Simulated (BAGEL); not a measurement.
# quartet AlF2 at UHF/def2-TZVPP (density fitting with qzvpp-jkfit)

Aim: a single-point energy of quartet AlF2. 

The results are computed with BAGEL 1.2.2.

4 further runs of the same task are left out: 4 set aside as unsound or not needed.

### 1 The structure to begin with

AlF2: 3 atoms, total charge 0, spin state quartet. As SMILES of the parent species, `[F][Al][F]`. The shape is that of a PBE0-D4/def2-TZVP optimisation. That shape belongs to the parent species and isn't relaxed for this state.

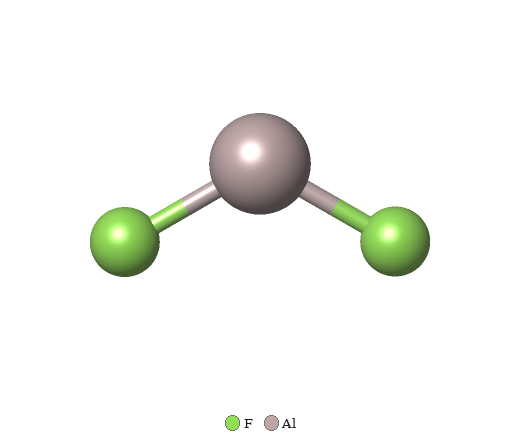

The structure, seen from a chosen angle (fluorine green, aluminium light grey).

### 2 The energy at UHF/def2-TZVPP (density fitting with qzvpp-jkfit)

The input, input.json:

```json
{ "bagel": [

{
  "title": "molecule",
  "basis": "tzvpp",
  "df_basis": "qzvpp-jkfit",
  "angstrom": "true",
  "geometry": [
    { "atom": "F", "xyz": [       0.533000,      -1.361200,       0.136400 ] },
    { "atom": "Al", "xyz": [       0.388700,       0.275400,       0.245200 ] },
    { "atom": "F", "xyz": [      -0.932500,       1.021000,      -0.394800 ] }
  ]
},

{
  "title": "uhf",
  "nopen": 3
},

{
  "title": "print",
  "file": "orbitals.molden",
  "orbitals": "true"
}

]}
```

The run is started by

```
$ BAGEL_NUM_THREADS=1 BAGEL input.json > input.out
```

**Question.** What will come out? Wanted: total energy; dipole moment; ⟨S²⟩.

Answer, from the run:

Level: UHF/def2-TZVPP (density fitting with qzvpp-jkfit).

| quantity | value |
| --- | --- |
| total energy | -440.68737 Eh |
| dipole moment | 1.14 D |
| ⟨S²⟩ | 3.830 |
